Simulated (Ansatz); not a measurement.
The calculation's input:

```
crystal:
  periodic: [false, false, false]
  atoms:
    - {symbol: C, position_ang: [-0.092078, -0.070861, -1.487451]}
    - {symbol: Cl, position_ang: [1.389039, -0.921277, -1.002246]}
    - {symbol: H, position_ang: [0.189317, 0.858361, -1.977364]}
    - {symbol: H, position_ang: [-0.679909, 0.131034, -0.593678]}
    - {symbol: H, position_ang: [-0.646107, -0.708331, -2.172507]}
    - {symbol: Te, position_ang: [-0.670695, -0.152828, 2.677594]}
    - {symbol: H, position_ang: [0.644405, -0.544364, 1.749229]}
    - {symbol: H, position_ang: [-0.134073, 1.408266, 2.806423]}
basis:
  gaussian: {orbitals: "def2-TZVPPD.json"}
hamiltonian: {xc: pbe0, dispersion: d4}
output: {orbitals: {seedname: orbitals}}
```

Launched as:

```sh
ansatz run in.yaml --threads 4 --pin off --events-out ev --progress --plain --max-ram 9574MiB
```

Geometry: PBE0-D4/def2-TZVP; core potentials replace the inner electrons of Te.

Theory: Ansatz, RKS PBE0-D4/def2-TZVPPD.

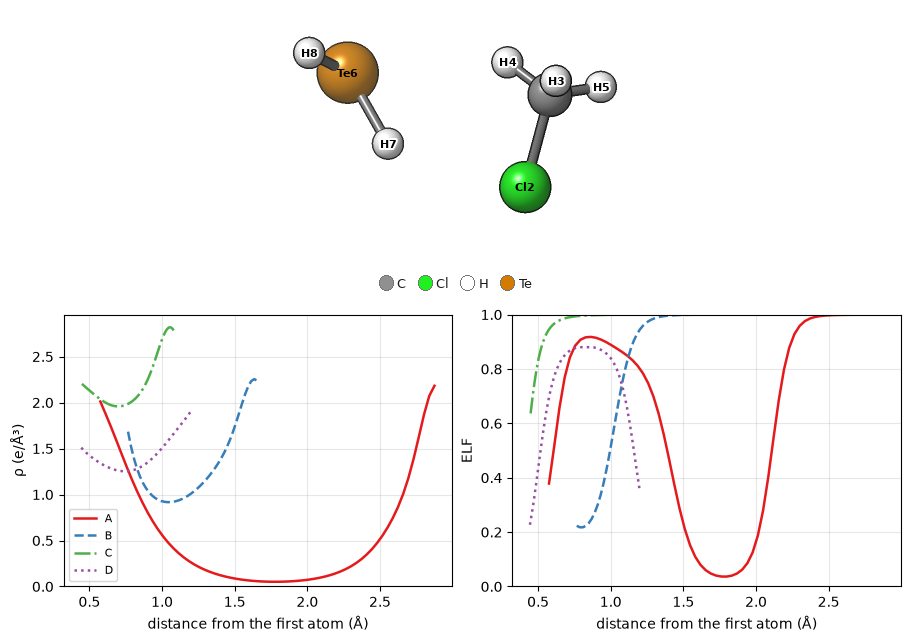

CH₃Cl···H₂Te. Electron density and electron localisation function along straight lines between neighbouring atoms. The curves leave out the atomic cores. The structure is drawn too.

### Which curve belongs to which contact (Cl–H, C–Cl, C–H and Te–H)? The first atom named is at distance zero.

Curve A: Cl2···H7 (2.88 Å): the density falls to about 0.05 e/Å³ on the way; the ELF dips to about 0.05 between them: a non-bonded, intermolecular contact. Curve B: Te–H (1.66 Å): ρ at the midpoint is about 1.3 e/Å³; the ELF climbs to about 1 towards the hydrogen, as it does in any bond to H. Curve C: C–H (1.09 Å): the density is about 2.1 e/Å³ at the midpoint; the ELF climbs to about 1 towards the hydrogen; a covalent bond by its length. Curve D: C–Cl (1.78 Å): the density is about 1.3 e/Å³ at the midpoint; the ELF peaks at about 0.90 between the atoms, as expected for localised, covalent bonding.
